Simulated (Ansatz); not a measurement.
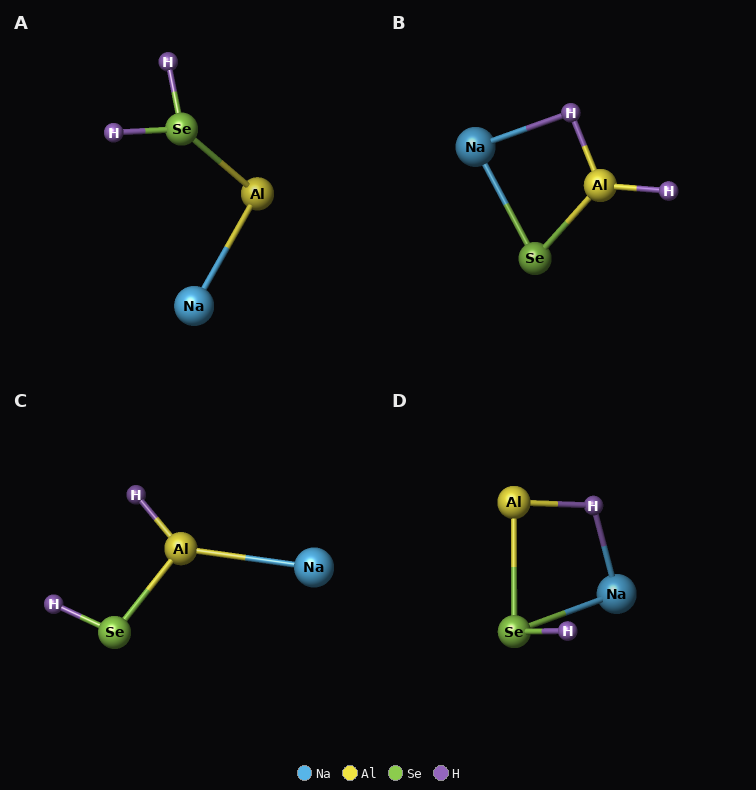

4 stationary structures of one formula. Geometries: PBE-D4/def2-SVP. Electronic energies: PBE-D4/def2-SVP (Ansatz 0.2.0), without zero-point energy. No frequency run is at hand to confirm each as a minimum.

**Which structure is the most stable?**

B is lowest (Cs); C lies 1.320 eV above it (Cs), D lies 1.443 eV above it (C1), A lies 3.383 eV above it (C1).
